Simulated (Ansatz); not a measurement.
Input

```
crystal:
  lattice:
    - [4.1840500081, 0.0, 0.0]
    - [0.0, 4.1840500081, 0.0]
    - [0.0, 0.0, 5.7181309408]
  atoms:
    - { symbol: Ta, position: [0.5, 0.5, 0.0] }
    - { symbol: Ge, position: [0.0, 0.0, 0.0] }
    - { symbol: Ge, position: [0.5, 0.5, 0.5] }
    - { symbol: Ge, position: [0.0, 0.0, 0.5] }
    - { symbol: Pt, position: [0.5, 0.0, 0.7582262276] }
    - { symbol: Pt, position: [0.0, 0.5, 0.2417737724] }
basis:
  ecutwfc: 420
kpoints:
  mp_grid: { grid: [8, 8, 6] }
hamiltonian:
  xc: pbe
scf:
  occupations: { method: gaussian, width: 0.1 }
output:
  forces: true
  stress: true
  eigenvalues: true
  write_density: true
  write_potential: true
  elf: true
  volumetric_format: npy
relax:
  adjacent_minimum: "off"
  f_tol: 0.01
  max_steps: 30
  cell: { stress_tol: 0.1, fix: [volume] }
```

Run with:

```sh
ansatz run input.yaml --threads 1 --pin off --max-ram 2560MiB --backend cpu --events-out ev --progress --plain --runs-dir out
```

Below, planes, directions and counts refer to the conventional cell (a = 4.19 Å, b = 4.19 Å, c = 5.71 Å, α = 90.00°, β = 90.00°, γ = 90.00°).

The fields are those of the relaxed geometry.

Space group P-4m2; a generated structure, not necessarily the stable one; changed on purpose from its base cell (volume × 0.88, shape and atoms relaxed); computed pressure about 24 GPa in this cell; computed without spin polarisation.

Level of theory: Ansatz 0.2.0, DFT PBE, scalar-relativistic, plane waves, PAW.

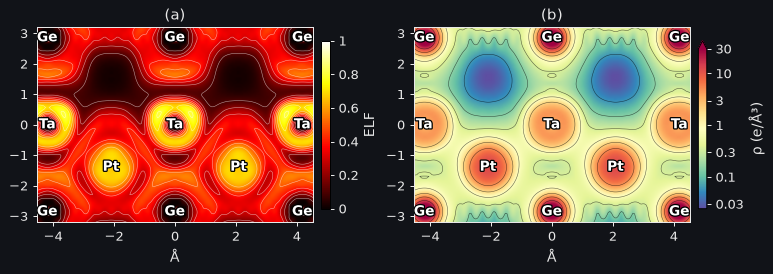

TaGe3Pt2. (a) electron localisation function; (b) valence charge density (pseudo) on the (100) plane of the conventional cell.

The density is the valence pseudo-density of a PAW calculation; it isn't the true density close to the nuclei.

### Describe what can be read from this map.

The plane passes through Ta, Ge and Pt nuclei.
Ta–Pt (2.51 Å): the density is about 0.65 e/Å³ at the midpoint; the ELF is about 0.45 at the midpoint.
Ta–Ge (2.86 Å): the density is about 0.26 e/Å³ at the midpoint; the ELF is about 0.35 at the midpoint.
Ge–Pt (2.55 Å): ρ at the midpoint is about 0.48 e/Å³; the ELF is about 0.40 at the midpoint.
Between the atoms the lowest density in this plane is 0.02 e/Å³.
The features right at Ta and Pt lie inside the PAW spheres, where the map follows smoothed inner orbitals and isn't to be read closely.
